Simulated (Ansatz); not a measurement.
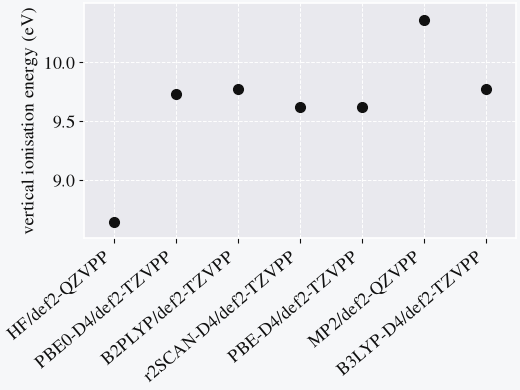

Vertical ionisation energy of CH₅B₂N, SMILES BB1CN1, taken as the energy of the cation less that of the neutral at fixed geometry (unrestricted doublet cation, cores frozen in correlated methods, no spin-orbit coupling), the Ansatz code 0.2.0, at a PBE0-D4/def2-TZVP geometry (a minimum by its frequencies).

**What range do the values span?**

From 8.64 eV (HF/def2-QZVPP) to 10.36 eV (MP2/def2-QZVPP).

**Give the values.**

```tsv
level	eV
HF/def2-QZVPP	8.64
PBE0-D4/def2-TZVPP	9.73
B2PLYP/def2-TZVPP	9.77
r2SCAN-D4/def2-TZVPP	9.62
PBE-D4/def2-TZVPP	9.62
MP2/def2-QZVPP	10.36
B3LYP-D4/def2-TZVPP	9.77
```
